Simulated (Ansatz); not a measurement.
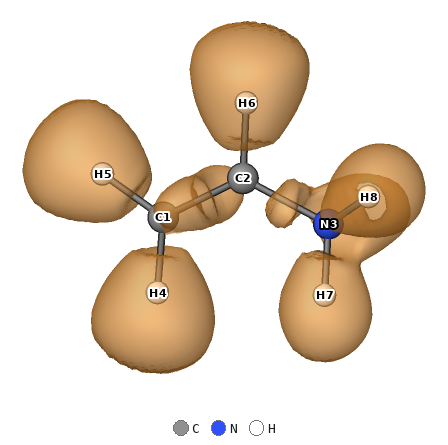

C$_{2}$H$_{5}$N (SMILES C=CN). Isosurface of the electron localisation function at 0.8 (orange), seen at a tilt. Only the valence region is drawn (cores and ρ < 0.01 e/Å³ removed).

Geometry: B3LYP-D3(BJ)/6-311G**.

The calculation used Ansatz 0.2.0, isolated molecule in a Gaussian basis; Kohn-Sham density functional theory, functional PBE0.

The calculation's input:

```
crystal:
  periodic: [false, false, false]
  atoms:
    - {symbol: C, position_ang: [0.874517, -1.460918, -1.737822]}
    - {symbol: C, position_ang: [1.151582, -0.193381, -2.056953]}
    - {symbol: N, position_ang: [0.284377, 0.727896, -2.636270]}
    - {symbol: H, position_ang: [-0.083415, -1.915259, -1.968568]}
    - {symbol: H, position_ang: [1.601432, -2.065240, -1.213971]}
    - {symbol: H, position_ang: [2.120439, 0.229365, -1.805306]}
    - {symbol: H, position_ang: [-0.536560, 0.330242, -3.071475]}
    - {symbol: H, position_ang: [0.722068, 1.425546, -3.219286]}
basis:
  gaussian:
    orbitals: def2-TZVPD
hamiltonian:
  xc: {name: PBE0}
output: {forces: true, orbitals: {seedname: orbitals}}
```

Run with:

```sh
ansatz run input.yaml --threads 2 --pin off --max-ram 4350MiB --events-out events.jsonl --progress --plain --runs-dir runs
```

Q: Identify the bonds, lone pairs and shells in this picture.

A: The ELF exceeds this value in one region between bonded C–C atoms (shared pairs), three regions around hydrogen nuclei and one joined region spread over several atoms (H, N), in which their bonds and any lone pairs are merged. Profiles from the grid: C–C (1.34 Å): the ELF peaks at about 0.95 between the atoms (a multiple bond). C–N (1.39 Å): the ELF peaks at about 0.90 between the atoms, as expected for localised, covalent bonding.
